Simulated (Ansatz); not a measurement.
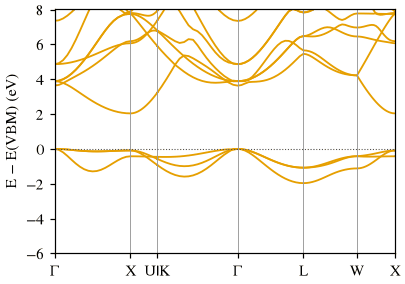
Figure: Band structure from PBEsol in the plane-wave PAW code Ansatz

Read off the gap and where the band edges lie.

About 2.0 eV (2.04 eV by a search for the band edges); maximum at Γ, minimum at X.

Which of these materials gives this?
A) BeS, zinc blende
B) SrO, rock salt
C) BeS, rock salt
D) BaS, rock salt

D, BaS, rock salt

Space group Fm-3m (rock salt). The cell was relaxed with PBEsol under the symmetry of its start. Spin–orbit coupling is left out wherever it is not named.

Potentials: the later of the program's two PAW sets.
